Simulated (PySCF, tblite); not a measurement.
# C5H9NSi2: dynamics, then NMR shifts on frames, part 2 of 2

tblite 0.8.0 and PySCF 2.14.0. Atoms count from 0. Earlier steps stand in the parts before.

**6. Nuclear shieldings: 800 fs, PBE0/pcSseg-1**

What the job is given:

```
{"job": {"kind": "nmr", "xc": "PBE0", "basis": "pcSseg-1", "pop": false}, "charge": 0, "multiplicity": 1}
Si     2.058500     0.173200     0.081500
Si     0.485500     0.066500     1.836400
C     -1.313600     0.419700     1.499900
C     -1.847000    -0.705600     0.782000
C     -3.033500    -0.514500     0.051200
N     -3.656300     0.632500    -0.033100
C     -3.216500     1.611700     0.733400
C     -2.072000     1.563900     1.508300
H      2.979700     1.214900     0.330400
H      2.932300    -0.918900     0.246900
H      1.704900     0.059600    -1.390700
H      0.668300    -1.120200     2.641400
H      1.114100     1.134300     2.631000
H     -1.440300    -1.679800     1.009000
H     -3.430900    -1.247200    -0.667200
H     -3.650400     2.553500     0.457500
H     -1.566500     2.396100     1.933400
```

With the program's defaults for keys left out, this is: GIAO PBE0/pcSseg-1 NMR shielding, non-relativistic, gas phase.

Log:

```text
coarse grid: 15320 points
cycle   1  E = -828.9594661061  dE =  1.119e+00  |g| = 3.168e-01  |ddm| = 3.910e+00
cycle   2  E = -828.9583718469  dE =  1.094e-03  |g| = 3.482e-01  |ddm| = 8.164e-01
cycle   3  E = -828.9860578002  dE = -2.769e-02  |g| = 7.356e-02  |ddm| = 4.324e-01
cycle   4  E = -828.9869023743  dE = -8.446e-04  |g| = 3.616e-02  |ddm| = 7.746e-02
cycle   5  E = -828.9872042277  dE = -3.019e-04  |g| = 1.022e-02  |ddm| = 4.543e-02
cycle   6  E = -828.9872304365  dE = -2.621e-05  |g| = 3.973e-03  |ddm| = 1.498e-02
cycle   7  E = -828.9872346715  dE = -4.235e-06  |g| = 4.843e-04  |ddm| = 4.304e-03
final grid: 139232 points
cycle   8  E = -829.0312005614  dE = -2.767e-05  |g| = 6.218e-03  |ddm| = 3.196e-02
cycle   9  E = -829.0311980472  dE =  2.514e-06  |g| = 7.075e-03  |ddm| = 1.568e-02
cycle  10  E = -829.0312104773  dE = -1.243e-05  |g| = 1.039e-03  |ddm| = 8.251e-03
cycle  11  E = -829.0312106965  dE = -2.192e-07  |g| = 3.905e-04  |ddm| = 1.310e-03
cycle  12  E = -829.0312107322  dE = -3.562e-08  |g| = 8.652e-05  |ddm| = 4.191e-04
cycle  13  E = -829.0312107337  dE = -1.514e-09  |g| = 3.577e-05  |ddm| = 9.919e-05
cycle  14  E = -829.0312107340  dE = -3.292e-10  |g| = 8.102e-06  |ddm| = 4.286e-05
converged SCF energy = -829.0312107340

GIAO shielding tensors (ppm)
atom      isotropic    diamagn.    paramagn.     s11        s22        s33       span
  0 Si     465.595     881.366    -415.772    421.439    469.881    505.463     84.024
  1 Si     437.070     882.170    -445.100    398.074    410.117    503.019    104.945
  2 C       34.837     265.434    -230.597    -79.986    -13.348    197.845    277.831
  3 C       43.171     258.262    -215.091    -88.850     47.666    170.697    259.547
  4 C       30.389     252.348    -221.960    -76.221     22.537    144.850    221.071
  5 N      -91.449     332.956    -424.405   -395.399   -191.208    312.261    707.660
  6 C       32.032     253.667    -221.634    -74.232     18.391    151.938    226.170
  7 C       55.432     260.452    -205.019    -67.944     50.257    183.984    251.928
  8 H       29.020      30.980      -1.961     24.948     26.724     35.386     10.438
  9 H       29.020      30.911      -1.890     25.586     26.816     34.659      9.072
 10 H       27.826      29.469      -1.643     24.169     26.331     32.979      8.810
 11 H       27.210      30.380      -3.170     23.942     25.447     32.242      8.300
 12 H       27.003      30.385      -3.382     23.191     25.992     31.827      8.636
 13 H       23.892      34.290     -10.399     20.101     21.817     29.757      9.657
 14 H       22.475      29.381      -6.906     18.066     22.876     26.482      8.416
 15 H       22.882      28.120      -5.237     18.276     23.445     26.926      8.650
 16 H       24.004      33.674      -9.671     20.432     21.964     29.615      9.183
```

Run time: 27 s. Hardware: 1 thread of Arm Neoverse V1, shared host; peak memory 0.84 GiB.

Key values: δ C4 156.5, C6 154.9, C2 152.1, C3 143.8, H14 9.24, H15 8.83 ppm.

**7. NMR shieldings: 1000 fs, PBE0/pcSseg-1**

What the job is given:

```
{"job": {"kind": "nmr", "xc": "PBE0", "basis": "pcSseg-1", "pop": false}, "charge": 0, "multiplicity": 1}
Si     1.968400     1.252000     0.326300
Si     0.270000     0.391500     1.761700
C     -1.510900     0.356500     1.327300
C     -2.174800    -0.575700     0.671200
C     -3.498600    -0.383500     0.271900
N     -4.113000     0.751800     0.679400
C     -3.510400     1.685100     1.444300
C     -2.201500     1.442800     1.739200
H      2.392400     0.157000    -0.482000
H      0.963900     1.823600    -0.498900
H      2.975600     2.041100     0.943800
H      0.698500    -1.004500     1.883100
H      0.332200     1.405000     2.840600
H     -1.625100    -1.469900     0.309700
H     -4.146100    -0.954200    -0.329000
H     -4.029500     2.685200     1.673500
H     -1.696900     2.214800     2.263600
```

Level: GIAO PBE0/pcSseg-1 NMR shielding, non-relativistic, gas phase.

Log:

```text
coarse grid: 15320 points
cycle   1  E = -828.9345720487  dE =  1.250e+00  |g| = 3.720e-01  |ddm| = 4.027e+00
cycle   2  E = -828.9193615512  dE =  1.521e-02  |g| = 4.602e-01  |ddm| = 1.015e+00
cycle   3  E = -828.9711558863  dE = -5.179e-02  |g| = 6.448e-02  |ddm| = 5.620e-01
cycle   4  E = -828.9719471475  dE = -7.913e-04  |g| = 2.800e-02  |ddm| = 8.903e-02
cycle   5  E = -828.9721421308  dE = -1.950e-04  |g| = 8.629e-03  |ddm| = 3.928e-02
cycle   6  E = -828.9721555430  dE = -1.341e-05  |g| = 4.783e-03  |ddm| = 1.308e-02
cycle   7  E = -828.9721611038  dE = -5.561e-06  |g| = 4.605e-04  |ddm| = 5.171e-03
final grid: 139232 points
cycle   8  E = -829.0162085706  dE = -2.786e-05  |g| = 5.819e-03  |ddm| = 3.947e-02
cycle   9  E = -829.0162062149  dE =  2.356e-06  |g| = 6.589e-03  |ddm| = 1.547e-02
cycle  10  E = -829.0162173045  dE = -1.109e-05  |g| = 8.347e-04  |ddm| = 8.279e-03
cycle  11  E = -829.0162174486  dE = -1.441e-07  |g| = 2.855e-04  |ddm| = 9.060e-04
cycle  12  E = -829.0162174670  dE = -1.842e-08  |g| = 5.709e-05  |ddm| = 3.000e-04
cycle  13  E = -829.0162174675  dE = -5.020e-10  |g| = 3.562e-05  |ddm| = 9.368e-05
cycle  14  E = -829.0162174679  dE = -3.442e-10  |g| = 6.243e-06  |ddm| = 4.031e-05
converged SCF energy = -829.0162174679

GIAO shielding tensors (ppm)
atom      isotropic    diamagn.    paramagn.     s11        s22        s33       span
  0 Si     486.753     884.264    -397.511    442.414    469.855    547.991    105.577
  1 Si     407.521     883.361    -475.840    321.053    364.394    537.117    216.064
  2 C       57.813     258.615    -200.802    -38.487     10.765    201.162    239.649
  3 C       59.588     255.852    -196.264    -45.404     44.714    179.453    224.858
  4 C       25.462     249.643    -224.181    -95.291     26.867    144.811    240.102
  5 N     -159.584     328.951    -488.534   -575.629   -206.917    303.796    879.425
  6 C       23.815     257.986    -234.170   -102.996     39.608    134.834    237.830
  7 C       54.613     256.459    -201.846    -56.604     50.005    170.440    227.044
  8 H       29.013      32.611      -3.598     24.694     27.167     35.176     10.482
  9 H       28.552      33.220      -4.668     24.754     28.745     32.158      7.404
 10 H       28.949      32.101      -3.152     24.954     26.763     35.130     10.177
 11 H       26.300      30.631      -4.330     22.233     25.783     30.885      8.652
 12 H       26.498      31.612      -5.114     21.875     26.846     30.773      8.898
 13 H       24.184      33.674      -9.491     19.925     23.574     29.052      9.127
 14 H       22.165      29.620      -7.455     18.801     21.322     26.371      7.570
 15 H       21.225      26.086      -4.861     18.028     20.191     25.455      7.427
 16 H       24.992      34.393      -9.401     20.500     23.154     31.322     10.822
```

Run time: 31 s. Hardware: 1 thread of Arm Neoverse V1, shared host; peak memory 0.87 GiB.

Key values: δ C6 163.1, C4 161.5, C7 132.3, C2 129.1, H15 10.49, H14 9.55 ppm.

**8. Side by side: NMR shifts**

Shifts (ppm) of some atoms, chosen among heavy atoms and hydrogens apart, with basis size and wall time:

```tsv
frame	C2	C3	H9	H8	Si1	Si0	N5	functions	time
250 fs	154.9	121.1	3.66	3.27	-57.1	-119.1	391.6	195	36 s
425 fs	152.1	133.3	5.52	4.97	-59.1	-105.6	385.6	195	31 s
625 fs	133.5	136.3	3.43	4.35	-72.1	-107.2	387.0	195	29 s
800 fs	152.1	143.8	2.70	2.70	-87.9	-116.4	359.2	195	27 s
1000 fs	129.1	127.3	3.16	2.70	-58.4	-137.6	427.3	195	31 s
```

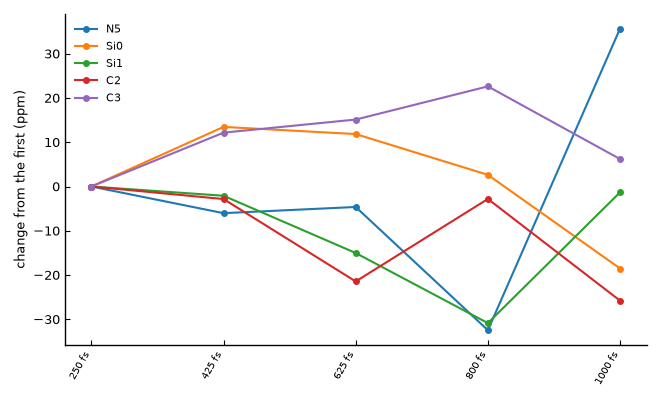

How five of the tabulated atoms move from run to run.

**9. Outcome**

The summary covers parts 1 to 2.

| quantity | value |
| --- | --- |
| thermostat | 600 K |
| mean temperature, second half | 512 K |
| mean potential energy above the minimum | 0.94 eV |
| 13C shifts against TMS (PBE0/pcSseg-1, 250 fs) | 168.2, 154.9, 153.7, 151.1, 121.1 ppm |
| 1H shifts against TMS (PBE0/pcSseg-1, 250 fs) | 9.83, 9.11, 8.42, 6.64, 6.54, 4.73, 4.37, 3.66, 3.27 ppm |
| 29Si shifts against TMS (PBE0/pcSseg-1, 250 fs) | -57.1, -119.1 ppm |
| 15N shifts against NH3 (PBE0/pcSseg-1, 250 fs) | 391.6 ppm |
| surface potential, 1st and 99th percentile | -1.73 V and 1.40 V |
| range of the shift of N5 | 359.2 to 427.3 ppm |

**Reading.** In the second half the potential energy averages 0.94 eV above the minimum; equipartition over 45 harmonic modes at 600 K would give 1.16 eV. With 17 atoms the temperature swings widely (314 to 708 K). Shifts at one fixed geometry are not the observed spectrum, which averages over the motion. In the first frame run (250 fs): The widest tensor belongs to N5: span 765 ppm, with a paramagnetic part of -455 ppm. NICS(1)zz of -28 ppm above the planar ring from C2 marks a diatropic (aromatic) ring current. By nearest atom (PBE0/pcSseg-1), the HOMO sits on N5 53 %; 4 C atoms about 7 % each and the LUMO on C2 27 %; N5 22 %. Across the 5 runs the shift of N5 moves most, between 359.2 (800 fs) and 427.3 ppm (1000 fs).
